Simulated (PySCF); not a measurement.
C₂H₈O₂Si, SMILES CO[SiH2]CO, GFN2-xTB optimised geometry. Atoms within 1.6 Å of the plane z = 1.0 Å (x, y, z in Å): C1 (2.37, -0.55, 0.00), O2 (0.97, -0.55, 0.00), Si3 (-0.02, 0.72, 0.00), C4 (-1.76, -0.06, 0.01), O5 (-2.75, 0.95, 0.07), H7 (2.70, -1.59, -0.01), H8 (2.75, -0.05, 0.89), H10 (0.15, 1.54, 1.21), H11 (-1.90, -0.77, 0.83), H13 (-2.61, 1.47, 0.87).

Level of theory: CAM-B3LYP/def2-TZVP in PySCF.

Map of the log10 of the electron density (e/bohr³), floored at −4 on the plane z = 1.0 Å:

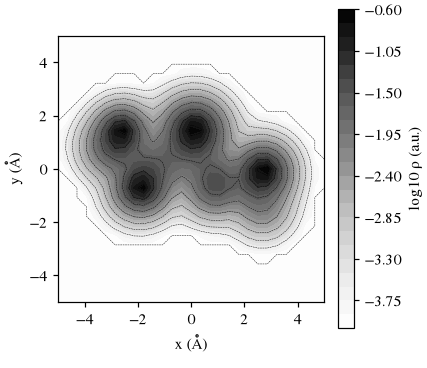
Figure: Log10 of the electron density (e/bohr³), floored at −4 on the plane z = 1.0 Å.
